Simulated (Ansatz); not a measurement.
```xyz
11

Ta   -0.3533    0.6564   -0.0972
F     2.2905   -1.0016   -0.1970
Cl    0.4850    1.1281    2.0594
Cl   -0.5959    0.0973   -2.4216
O    -1.9002    1.7268    0.0103
H    -2.7891    1.5288    0.3551
O    -0.7237   -1.1374    0.3619
H    -0.2055   -1.9597    0.2879
O     1.2535    1.6418   -0.7459
H     1.2633    1.7307   -1.7204
H     2.5215   -0.1018   -0.2934
```

Core potentials replace the inner electrons of Ta; not at a stationary point (largest force 0.9 eV/Å).

Method: RKS PBE-D4/def2-SVP (Ansatz).

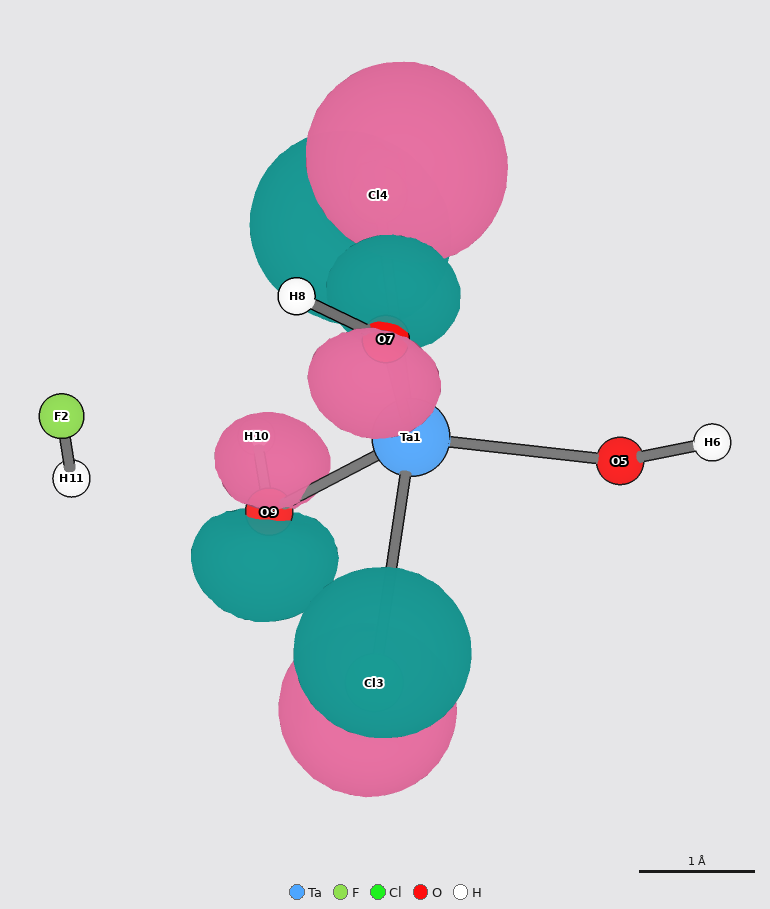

Cl2H3O3Ta···HF. One frontier orbital at ±0.15 Å⁻³ᐟ² (teal and pink are the two phases), seen from one side.

> Which orbital is it: HOMO or LUMO?

The HOMO, at −7.12 eV. It lies mainly on Cl4 (about 45 %), Cl3 (about 25 %), O9 (about 15 %) and O7 (about 15 %); largely a combination of lone pairs on Cl4, Cl3, O9 and O7.
